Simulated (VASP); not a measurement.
Band structure of Ga4AsP3 (ordered alloy cell). These are PBEsol GGA, VASP's PBE PAW potentials (set 64) (plane waves; VASP) values and carry that method's errors.

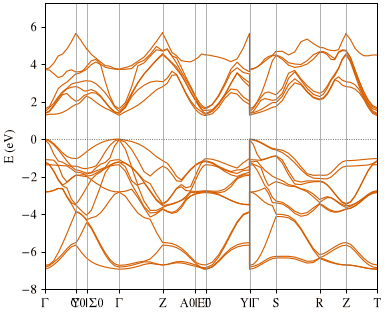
Figure: Bands along high-symmetry lines, zero at the valence-band maximum or, without a gap, the Fermi level

**Question.** Read the plot: is there a gap, and where are the band edges?

**Answer.** The gap is indirect, 1.25 eV, from the valence maximum at Γ to the conduction minimum at T. (Edges off the drawn lines would not show.)

The structure was generated: Ga4AsP3 was put into an ordered model structure (Amm2), which need not be its known phase. It was relaxed first.
